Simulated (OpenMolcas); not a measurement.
# B97-1/6-31G(d) (spherical functions) run of BNH3F3 (SMILES [NH3+][B-](F)(F)F)

What is the energy change on altering one bond length of BNH3F3 at B97-1/6-31G* (spherical functions)? 

The calculation is run with OpenMolcas 26.06.

### Step 1. The structure to begin with

BNH3F3 has 8 atoms, charge 0, and is taken as a singlet. SMILES: `[NH3+][B-](F)(F)F`. Geometry: relaxed at PBE0-D4/def2-TZVP.

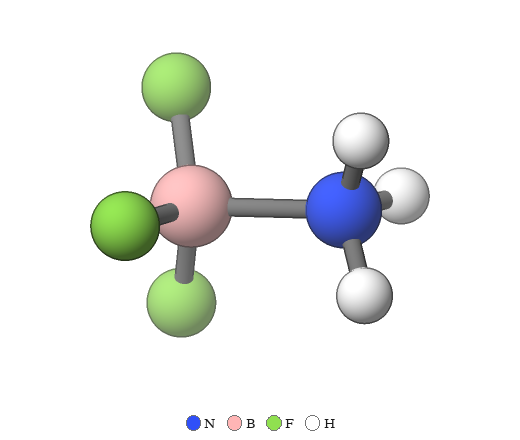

The structure, seen from a chosen angle (nitrogen blue, boron pink, fluorine green, hydrogen white).

### Step 2. The energy at B97-1/6-31G(d) (spherical functions)

Contents of coord.xyz:

```xyz
8

N     -0.501800    -0.052400     0.645700
B      0.531500     0.038700    -0.668100
F      1.521100    -0.860400    -0.378100
F     -0.251400    -0.312100    -1.733900
F      0.943600     1.343300    -0.679400
H     -1.280300     0.587300     0.522000
H     -0.006300     0.194600     1.496700
H     -0.864300    -0.996100     0.739300
```

Contents of job.inp:

```
* BF3H3N Kohn-Sham DFT

&GATEWAY
  BasLib=$CurrDir
  Coord=coord.xyz
  Basis=6-31Gs
  Group=NoSym

&SEWARD

&SCF
  KSDFT=HYB_GGA_XC_B97_1
  PrOrbitals=1 1
```

The basis set 6-31G* is read from a file made from the Basis Set Exchange's data (not shown).

Run with:

```sh
$ export MOLCAS_MEM=1860
$ pymolcas job.inp > job.log
```

Output:

```text
--- Start Module: gateway ---
[...]
--- Stop Module: gateway /rc=_RC_ALL_IS_WELL_ ---
--- Start Module: seward ---
[...]
      Basis functions           76
--- Stop Module: seward /rc=_RC_ALL_IS_WELL_ ---
[...]
--- Start Module: scf ---
[...]
       Convergence after  11 Iterations
[...]
::    Total KS-DFT energy                            -381.0250691624
[...]
      Total spin, S                                     0.0000000000
[...]
      Total electronic charge=   42.000000
      Total            charge=   -0.000000
[...]
      Dipole Moment (debye):
      Origin of the operator (angstrom)=    0.4552    0.0320   -0.5712
                   X= -3.7825E+00               Y= -3.3401E-01               Z=  4.8103E+00           Total=  6.1284E+00
      Quadrupole Moment (debye*angstrom):
[...]
--- Stop Module: scf /rc=_RC_ALL_IS_WELL_ ---
[...]
```

Wall time 6.9 s (1 thread of Intel Xeon Platinum 8375C at 2.90GHz (Ice Lake), shared host); peak memory 0.43 GiB.

### Step 3. The distorted shape, same level

Contents of coord.xyz:

```xyz
8

N     -0.465542     0.041991     0.636338
B      0.567758     0.133091    -0.677462
F      1.557358    -0.766009    -0.387462
F     -0.215142    -0.217709    -1.743262
F      0.979858     1.437691    -0.688762
H     -1.244042     0.681691     0.512638
H      0.029958     0.288991     1.487338
H     -0.864300    -0.996100     0.739300
```

Contents of job.input:

```
>>> EXPORT MOLCAS_PRINT=2

&GATEWAY
  BasLib=$CurrDir
  Coord=coord.xyz
  Basis=6-31Gs
  Group=NoSym

&SEWARD

&SCF
  KSDFT=HYB_GGA_XC_B97_1
  PrOrbitals=1 1
```

The basis set 6-31G* is read from a file made from the Basis Set Exchange's data (not shown).

Run with:

```sh
$ export MOLCAS_MEM=1860
$ pymolcas job.input > job.log
```

Output:

```text
--- Start Module: gateway ---
[...]
--- Stop Module: gateway /rc=_RC_ALL_IS_WELL_ ---
--- Start Module: seward ---
[...]
      Basis functions           76
--- Stop Module: seward /rc=_RC_ALL_IS_WELL_ ---
[...]
--- Start Module: scf ---
[...]
       Convergence after  11 Iterations
[...]
::    Total KS-DFT energy                            -381.0189681492
[...]
      Total spin, S                                     0.0000000000
[...]
      Total electronic charge=   42.000000
      Total            charge=   -0.000000
[...]
      Dipole Moment (debye):
      Origin of the operator (angstrom)=    0.4910    0.1253   -0.5804
                   X= -3.8111E+00               Y= -4.0951E-01               Z=  4.8172E+00           Total=  6.1561E+00
      Quadrupole Moment (debye*angstrom):
[...]
--- Stop Module: scf /rc=_RC_ALL_IS_WELL_ ---
[...]
```

Wall time 6.9 s (1 thread of Intel Xeon Platinum 8375C at 2.90GHz (Ice Lake), shared host); peak memory 0.43 GiB.

### Step 4. Results

At B97-1/6-31G* (spherical functions):

```
                                                         quantity          value
                                        first shape: total energy  -381.02507 Eh
                                       first shape: dipole moment         6.13 D
                                         first shape: HOMO energy       -9.06 eV
                                         first shape: LUMO energy        0.98 eV
                                       first shape: HOMO–LUMO gap       10.04 eV
                                    distorted shape: total energy  -381.01897 Eh
                                   distorted shape: dipole moment         6.16 D
                                     distorted shape: HOMO energy       -9.04 eV
                                     distorted shape: LUMO energy        0.55 eV
                                   distorted shape: HOMO–LUMO gap        9.60 eV
energy change with the N1–H8 bond stretched from 1.015 to 1.117 Å       0.166 eV
```

With the N1–H8 bond stretched from 1.015 to 1.117 Å the energy rises by 0.17 eV (16.0 kJ/mol). The first shape isn't relaxed at this level, so the change isn't measured from a minimum. Mulliken charges (first shape) run from -0.90 on N1 to +0.80 on B2; they depend strongly on the basis. Mulliken charges (distorted shape) run from -0.89 on N1 to +0.80 on B2; they depend strongly on the basis.
